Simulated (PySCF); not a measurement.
# One shape, several levels: AlH (SMILES [AlH])

Aim: a comparison of 6 runs (M06-2X/def2-TZVPPD, PBE0/def2-TZVPPD, SVWN5/def2-TZVPPD, TPSS/def2-TZVPPD, wB97X/def2-TZVPPD, CCSD(T)/def2-TZVPPD) of AlH. Input form: a Python script.

The calculation is run with PySCF 2.14.0.

3 further runs of the same task are left out: 3 set aside as unsound or not needed.

### Step 1. The molecule

The species is AlH (2 atoms), meant as a singlet with charge 0. SMILES: `[AlH]`. The Al1–H2 distance was set to 2.497 Å, away from the relaxed value.

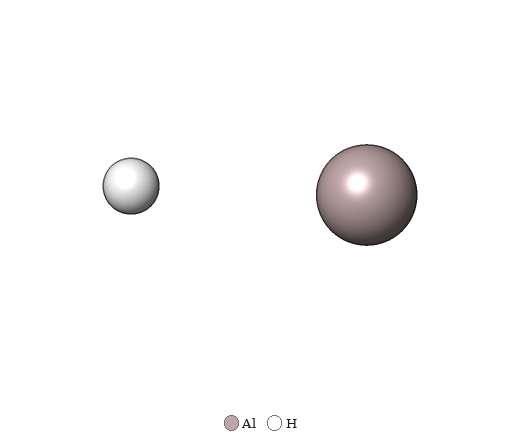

The structure, seen from a chosen angle (aluminium light grey, hydrogen white).

### Step 2. The energy at M06-2X/def2-TZVPPD (run 1)

The input, run.py:

```python
from pyscf import gto, dft

system = gto.M(
    atom='''
Al   0.000000   0.000000  -0.857990
H    0.000000   0.000000   1.639110
''',
    basis='def2-tzvppd',
    max_memory=1860,
    verbose=4,
)

mf = dft.RKS(system, xc='m06-2x')
mf.conv_tol = 1e-10
mf.grids.level = 5
mf.kernel()
if not mf.converged:
    mf = mf.newton().run(mf.mo_coeff, mf.mo_occ)

energy = mf.e_tot
print(f'total energy: {energy:.8f} hartree')
```

The run is started by

```console
$ OMP_NUM_THREADS=1 python run.py
```

Standard output:

```text
PySCF version 2.14.0

[INPUT] num. atoms = 2
[INPUT] num. electrons = 14
[INPUT] charge = 0
[INPUT] spin (= nelec alpha-beta = 2S) = 0
[INPUT] symmetry False subgroup None
[INPUT] Mole.unit = angstrom
[INPUT] Symbol           X                Y                Z      unit          X                Y                Z       unit  Magmom
[INPUT]  1 Al     0.000000000000   0.000000000000  -0.857990000000 AA    0.000000000000   0.000000000000  -1.621366117616 Bohr   0.0
[INPUT]  2 H      0.000000000000   0.000000000000   1.639110000000 AA    0.000000000000   0.000000000000   3.097468988036 Bohr   0.0

nuclear repulsion = 2.75491720073685
number of shells = 23
number of NR pGTOs = 88
number of NR cGTOs = 65
basis = def2-tzvppd
ecp = {}

******** <class 'pyscf.dft.rks.RKS'> ********
method = RKS
initial guess = minao
damping factor = 0
level_shift factor = 0
DIIS = <class 'pyscf.scf.diis.CDIIS'>
diis_start_cycle = 1
diis_space = 8
diis_damp = 0
SCF conv_tol = 1e-10
SCF conv_tol_grad = None
SCF max_cycles = 50
direct_scf = True
direct_scf_tol = 1e-13
XC library pyscf.dft.libxc version 7.0.0
    S. Lehtola, C. Steigemann, M. J.T. Oliveira, and M. A.L. Marques.,  SoftwareX 7, 1–5 (2018)
XC functionals = m06-2x
    Y. Zhao and D. G. Truhlar.,  Theor. Chem. Acc. 120, 215 (2008)
    Y. Zhao and D. G. Truhlar.,  Theor. Chem. Acc. 120, 215 (2008)
radial grids:
    Treutler-Ahlrichs [JCP 102, 346 (1995); DOI:10.1063/1.469408] (M4) radial grids

becke partition: Becke, JCP 88, 2547 (1988); DOI:10.1063/1.454033
pruning grids: <function nwchem_prune>
grids dens level: 5
symmetrized grids: False
atomic radii adjust function: <function treutler_atomic_radii_adjust>
small_rho_cutoff = 0
Set gradient conv threshold to 1e-05
Initial guess from minao.
tot grids = 66592
init E= -242.700486102986
  HOMO = -0.204933931675269  LUMO = -0.0491269614713818  gap/eV = 4.23972
cycle= 1 E= -242.869744154802  delta_E= -0.169  |g|= 0.219  |ddm|= 0.671
  HOMO = -0.184902324050018  LUMO = -0.0889877285491764  gap/eV = 2.60997
cycle= 2 E= -242.885352204603  delta_E= -0.0156  |g|= 0.179  |ddm|= 0.735
  HOMO = -0.228774874864914  LUMO = -0.0583750692592531  gap/eV = 4.63681
cycle= 3 E= -242.906455496818  delta_E= -0.0211  |g|= 0.00983  |ddm|= 0.288
  HOMO = -0.233493160515341  LUMO = -0.0579830158399528  gap/eV = 4.77587
cycle= 4 E= -242.906528121731  delta_E= -7.26e-05  |g|= 0.00278  |ddm|= 0.0306
  HOMO = -0.233180017738134  LUMO = -0.0580217719827674  gap/eV = 4.76630
cycle= 5 E= -242.90653180601  delta_E= -3.68e-06  |g|= 0.000467  |ddm|= 0.00639
  HOMO = -0.233108723395699  LUMO = -0.057920144723328  gap/eV = 4.76712
cycle= 6 E= -242.90653193778  delta_E= -1.32e-07  |g|= 0.00016  |ddm|= 0.000872
  HOMO = -0.233086315490374  LUMO = -0.0579236343764197  gap/eV = 4.76642
cycle= 7 E= -242.90653195178  delta_E= -1.4e-08  |g|= 1.99e-05  |ddm|= 0.000341
  HOMO = -0.233087525489806  LUMO = -0.0579212321744516  gap/eV = 4.76652
cycle= 8 E= -242.906531951911  delta_E= -1.31e-10  |g|= 3.38e-06  |ddm|= 3.08e-05
  HOMO = -0.233086742429402  LUMO = -0.0579211883464276  gap/eV = 4.76650
cycle= 9 E= -242.906531951916  delta_E= -5.12e-12  |g|= 3.56e-07  |ddm|= 1.02e-05
  HOMO = -0.233086829424764  LUMO = -0.0579212656575983  gap/eV = 4.76650
Extra cycle  E= -242.906531951917  delta_E= -4.26e-13  |g|= 1.03e-07  |ddm|= 9.47e-07
converged SCF energy = -242.906531951917
total energy: -242.90653195 hartree
```

Run time: 4.8 s. Hardware: 1 thread of Arm Neoverse V2, shared host; peak memory 0.33 GiB.

### Step 3. A single-point energy at PBE0/def2-TZVPPD (run 2)

The input, job.py:

```python
from pyscf import gto, dft

mol = gto.M(
    atom=[
    ('Al', (-0.000000, 0.000000, -0.857990)),
    ('H', (0.000000, -0.000000, 1.639110)),
],
    verbose=4,
    basis='def2-tzvppd',
    spin=0,
    max_memory=1860,
)

myscf = dft.RKS(mol, xc='pbe0')
myscf.conv_tol = 1e-10
myscf.grids.level = 5
myscf.kernel()
if not myscf.converged:
    myscf = myscf.newton().run(myscf.mo_coeff, myscf.mo_occ)

e_tot = myscf.e_tot
print('E = %.10f Eh' % e_tot)
```

The run is started by

```console
$ OMP_NUM_THREADS=1 python job.py
```

Standard output:

```text
PySCF version 2.14.0

[INPUT] num. atoms = 2
[INPUT] num. electrons = 14
[INPUT] charge = 0
[INPUT] spin (= nelec alpha-beta = 2S) = 0
[INPUT] symmetry False subgroup None
[INPUT] Mole.unit = angstrom
[INPUT] Symbol           X                Y                Z      unit          X                Y                Z       unit  Magmom
[INPUT]  1 Al     0.000000000000   0.000000000000  -0.857990000000 AA    0.000000000000   0.000000000000  -1.621366117616 Bohr   0.0
[INPUT]  2 H      0.000000000000   0.000000000000   1.639110000000 AA    0.000000000000   0.000000000000   3.097468988036 Bohr   0.0

nuclear repulsion = 2.75491720073685
number of shells = 23
number of NR pGTOs = 88
number of NR cGTOs = 65
basis = def2-tzvppd
ecp = {}

******** <class 'pyscf.dft.rks.RKS'> ********
method = RKS
initial guess = minao
damping factor = 0
level_shift factor = 0
DIIS = <class 'pyscf.scf.diis.CDIIS'>
diis_start_cycle = 1
diis_space = 8
diis_damp = 0
SCF conv_tol = 1e-10
SCF conv_tol_grad = None
SCF max_cycles = 50
direct_scf = True
direct_scf_tol = 1e-13
XC library pyscf.dft.libxc version 7.0.0
    S. Lehtola, C. Steigemann, M. J.T. Oliveira, and M. A.L. Marques.,  SoftwareX 7, 1–5 (2018)
XC functionals = pbe0
radial grids:
    Treutler-Ahlrichs [JCP 102, 346 (1995); DOI:10.1063/1.469408] (M4) radial grids

becke partition: Becke, JCP 88, 2547 (1988); DOI:10.1063/1.454033
pruning grids: <function nwchem_prune>
grids dens level: 5
symmetrized grids: False
atomic radii adjust function: <function treutler_atomic_radii_adjust>
small_rho_cutoff = 0
Set gradient conv threshold to 1e-05
Initial guess from minao.
tot grids = 66592
init E= -242.641706502856
  HOMO = -0.2067637351823  LUMO = -0.068878164432777  gap/eV = 3.75206
cycle= 1 E= -242.770848816796  delta_E= -0.129  |g|= 0.237  |ddm|= 0.696
  HOMO = -0.161783133592364  LUMO = -0.116312815695735  gap/eV = 1.23731
cycle= 2 E= -242.732677528181  delta_E= 0.0382  |g|= 0.308  |ddm|= 0.911
  HOMO = -0.203401135470545  LUMO = -0.0818695978835136  gap/eV = 3.30704
cycle= 3 E= -242.810595205394  delta_E= -0.0779  |g|= 0.0157  |ddm|= 0.55
  HOMO = -0.205753778251994  LUMO = -0.0844550774594821  gap/eV = 3.30071
cycle= 4 E= -242.810811858942  delta_E= -0.000217  |g|= 0.00673  |ddm|= 0.0487
  HOMO = -0.206500099014521  LUMO = -0.0841751391454692  gap/eV = 3.32863
cycle= 5 E= -242.810824436202  delta_E= -1.26e-05  |g|= 0.00075  |ddm|= 0.00632
  HOMO = -0.206253314708819  LUMO = -0.0839093848106677  gap/eV = 3.32915
cycle= 6 E= -242.81082471688  delta_E= -2.81e-07  |g|= 0.000198  |ddm|= 0.00121
  HOMO = -0.206293736263266  LUMO = -0.0839072069789717  gap/eV = 3.33031
cycle= 7 E= -242.810824736444  delta_E= -1.96e-08  |g|= 3.05e-05  |ddm|= 0.000281
  HOMO = -0.206292941849929  LUMO = -0.0839123943482252  gap/eV = 3.33014
cycle= 8 E= -242.810824736811  delta_E= -3.66e-10  |g|= 3.18e-06  |ddm|= 5.34e-05
  HOMO = -0.206291668501477  LUMO = -0.0839121251327241  gap/eV = 3.33012
cycle= 9 E= -242.810824736818  delta_E= -7.79e-12  |g|= 3.34e-07  |ddm|= 7.96e-06
  HOMO = -0.206291765477632  LUMO = -0.0839123032523635  gap/eV = 3.33011
Extra cycle  E= -242.810824736819  delta_E= -2.84e-13  |g|= 2.56e-07  |ddm|= 9.95e-07
converged SCF energy = -242.810824736819
E = -242.8108247368 Eh
```

Wall time 2.4 s (1 thread of Arm Neoverse V2, shared host); peak memory 0.3 GiB.

Runs 3 to 4 aren't shown in full; the table further down has their settings and results.

### Step 4. A single-point energy at wB97X/def2-TZVPPD (run 5)

The input, job.py:

```python
from pyscf import gto, dft

system = gto.M(
    atom='''
Al   0.000000   0.000000  -0.857990
H    0.000000   0.000000   1.639110
''',
    verbose=3,
    max_memory=1860,
    charge=0,
    basis='def2-tzvppd',
)

calc0 = dft.RKS(system)
calc0.xc = 'wb97x'
calc0.grids.level = 5
calc0.conv_tol = 1e-10
calc0.kernel()
if not calc0.converged:
    calc0 = calc0.newton().run(calc0.mo_coeff, calc0.mo_occ)

energy = calc0.e_tot
print(f'total energy: {energy:.8f} hartree')
```

The run is started by

```console
$ OMP_NUM_THREADS=1 python job.py
```

Standard output:

```text
converged SCF energy = -242.916309413805
total energy: -242.91630941 hartree
```

Wall time 3.3 s (1 thread of Arm Neoverse V2, shared host); peak memory 0.3 GiB.

### Step 5. A single-point energy at CCSD(T)/def2-TZVPPD (run 6)

The input, calc.py:

```python
from pyscf import gto, scf, cc

mol = gto.M(
    atom='''
Al       0.000000       0.000000      -0.857990
H        0.000000       0.000000       1.639110
''',
    basis='def2-tzvppd',
    max_memory=1860,
    spin=0,
    charge=0,
    verbose=4,
)

mf = scf.RHF(mol)
mf.conv_tol = 1e-10
mf.kernel()
if not mf.converged:
    mf = mf.newton().run(mf.mo_coeff, mf.mo_occ)

mycc = cc.CCSD(mf, frozen=5)
mycc.kernel()
e_t = mycc.ccsd_t()
e_tot = mycc.e_tot + e_t
print('Final energy', e_tot)
```

The run is started by

```console
$ OMP_NUM_THREADS=1 python calc.py
```

Standard output:

```text
PySCF version 2.14.0

[INPUT] num. atoms = 2
[INPUT] num. electrons = 14
[INPUT] charge = 0
[INPUT] spin (= nelec alpha-beta = 2S) = 0
[INPUT] symmetry False subgroup None
[INPUT] Mole.unit = angstrom
[INPUT] Symbol           X                Y                Z      unit          X                Y                Z       unit  Magmom
[INPUT]  1 Al     0.000000000000   0.000000000000  -0.857990000000 AA    0.000000000000   0.000000000000  -1.621366117616 Bohr   0.0
[INPUT]  2 H      0.000000000000   0.000000000000   1.639110000000 AA    0.000000000000   0.000000000000   3.097468988036 Bohr   0.0

nuclear repulsion = 2.75491720073685
number of shells = 23
number of NR pGTOs = 88
number of NR cGTOs = 65
basis = def2-tzvppd
ecp = {}

******** <class 'pyscf.scf.hf.RHF'> ********
method = RHF
initial guess = minao
damping factor = 0
level_shift factor = 0
DIIS = <class 'pyscf.scf.diis.CDIIS'>
diis_start_cycle = 1
diis_space = 8
diis_damp = 0
SCF conv_tol = 1e-10
SCF conv_tol_grad = None
SCF max_cycles = 50
direct_scf = True
direct_scf_tol = 1e-13
Set gradient conv threshold to 1e-05
Initial guess from minao.
init E= -242.099399853081
  HOMO = -0.188438612227683  LUMO = 0.00920680329886082  gap/eV = 5.37821
cycle= 1 E= -242.366387890823  delta_E= -0.267  |g|=  0.2  |ddm|= 0.708
  HOMO = -0.236458183446246  LUMO = -0.0167393907379489  gap/eV = 5.97885
cycle= 2 E= -242.400527553912  delta_E= -0.0341  |g|= 0.0579  |ddm|= 0.456
  HOMO = -0.27523661139136  LUMO = 0.00629475229613024  gap/eV = 7.66086
cycle= 3 E= -242.401780716667  delta_E= -0.00125  |g|= 0.018  |ddm|= 0.0753
  HOMO = -0.281249523933193  LUMO = 0.0104359187698825  gap/eV = 7.93717
cycle= 4 E= -242.40206728839  delta_E= -0.000287  |g|= 0.00521  |ddm|= 0.0447
  HOMO = -0.281401481859998  LUMO = 0.0106243744866927  gap/eV = 7.94643
cycle= 5 E= -242.402094269  delta_E= -2.7e-05  |g|= 0.000827  |ddm|= 0.0168
  HOMO = -0.281509646328214  LUMO = 0.0105868855916379  gap/eV = 7.94835
cycle= 6 E= -242.40209505073  delta_E= -7.82e-07  |g|= 0.000148  |ddm|= 0.00386
  HOMO = -0.281508185970941  LUMO = 0.0105758336952686  gap/eV = 7.94801
cycle= 7 E= -242.402095082473  delta_E= -3.17e-08  |g|= 4.05e-05  |ddm|= 0.00096
  HOMO = -0.281511161186618  LUMO = 0.0105804869308001  gap/eV = 7.94822
cycle= 8 E= -242.402095085413  delta_E= -2.94e-09  |g|= 5.59e-06  |ddm|= 0.000315
  HOMO = -0.281511201672286  LUMO = 0.0105807579424353  gap/eV = 7.94823
cycle= 9 E= -242.402095085447  delta_E= -3.4e-11  |g|= 6.16e-07  |ddm|= 3e-05
  HOMO = -0.281511358858003  LUMO = 0.0105807748821874  gap/eV = 7.94823
Extra cycle  E= -242.402095085449  delta_E= -1.9e-12  |g|= 2.07e-07  |ddm|= 2.48e-06
converged SCF energy = -242.402095085449

******** <class 'pyscf.cc.ccsd.CCSD'> ********
CC2 = 0
CCSD nocc = 2, nmo = 60
frozen orbitals 5
max_cycle = 50
direct = 0
conv_tol = 1e-07
conv_tol_normt = 1e-05
diis_space = 6
diis_start_cycle = 0
diis_start_energy_diff = 1e+09
Init t2, MP2 energy = -242.465385603576  E_corr(MP2) -0.0632905181267892
Init E_corr(CCSD) = -0.0632905181268172
cycle = 1  E_corr(CCSD) = -0.0769802901113605  dE = -0.013689772  norm(t1,t2) = 0.0590038
cycle = 2  E_corr(CCSD) = -0.0823599341981279  dE = -0.00537964409  norm(t1,t2) = 0.0302939
cycle = 3  E_corr(CCSD) = -0.087118298889063  dE = -0.00475836469  norm(t1,t2) = 0.0171725
cycle = 4  E_corr(CCSD) = -0.0874091166645804  dE = -0.000290817776  norm(t1,t2) = 0.00444131
cycle = 5  E_corr(CCSD) = -0.0872891301636936  dE = 0.000119986501  norm(t1,t2) = 0.00220178
cycle = 6  E_corr(CCSD) = -0.0873190962556963  dE = -2.9966092e-05  norm(t1,t2) = 0.000675069
cycle = 7  E_corr(CCSD) = -0.0873153550841135  dE = 3.74117158e-06  norm(t1,t2) = 0.000174579
cycle = 8  E_corr(CCSD) = -0.0873167156720012  dE = -1.36058789e-06  norm(t1,t2) = 6.68548e-05
cycle = 9  E_corr(CCSD) = -0.0873167238735312  dE = -8.20153004e-09  norm(t1,t2) = 2.46601e-05
cycle = 10  E_corr(CCSD) = -0.0873170284668719  dE = -3.04593341e-07  norm(t1,t2) = 6.0753e-06
cycle = 11  E_corr(CCSD) = -0.0873168895114543  dE = 1.38955418e-07  norm(t1,t2) = 2.61513e-06
cycle = 12  E_corr(CCSD) = -0.087316797729134  dE = 9.17823203e-08  norm(t1,t2) = 9.75183e-07
CCSD converged
E(CCSD) = -242.4894118831782  E_corr = -0.08731679772913403
CCSD(T) correction = -0.00229854026006823
Final energy -242.49171042343826
```

Wall time 2.1 s (1 thread of Arm Neoverse V2, shared host); peak memory 0.2 GiB.

### Step 6. The series

```tsv
run	level	integration grid	frozen core orbitals	energy (Eh)	dipole moment (D) of the reference	HOMO energy (eV)	LUMO energy (eV)	wall time
1	M06-2X/def2-TZVPPD	5	–	-242.906532	3.96	-6.34	-1.58	4.8 s
2	PBE0/def2-TZVPPD	5	–	-242.810825	3.49	-5.61	-2.28	2.4 s
3	SVWN5/def2-TZVPPD	5	–	-241.869044	3.25	-4.76	-3.10	1.8 s
4	TPSS/def2-TZVPPD	5	–	-242.948943	3.33	-4.88	-2.93	5.1 s
5	wB97X/def2-TZVPPD	5	–	-242.916309	3.83	-7.69	-0.41	3.3 s
6	CCSD(T)/def2-TZVPPD	–	5	-242.491710	4.04	-7.66	0.29	2.1 s
```

### Step 7. Summary of results

| quantity | value |
| --- | --- |
| run 6: total energy | -242.49171 Eh |
| run 6: dipole moment (Hartree–Fock density) | 4.04 D |
| run 6: HOMO energy (Hartree–Fock orbitals) | -7.66 eV |
| run 6: LUMO energy (Hartree–Fock orbitals) | 0.29 eV |
| run 6: HOMO–LUMO gap (Hartree–Fock orbitals) | 7.95 eV |
| run 6: correlation energy (5 core orbitals frozen) | -89.6 mEh |
| run 6: (T) correction | -2.30 mEh |
| run 6: T1 diagnostic | 0.029 |

Over runs 1, 2, 3, 4, 5 the dipole moment (its size) runs from 3.25 D (SVWN5/def2-TZVPPD) to 3.96 D (M06-2X/def2-TZVPPD). Over runs 1, 2, 3, 4, 5 the HOMO–LUMO gap runs from 1.66 eV (SVWN5/def2-TZVPPD) to 7.29 eV (wB97X/def2-TZVPPD). Totals of different functionals can't be ranked against each other. All runs together took 20 s, the longest 5.1 s.
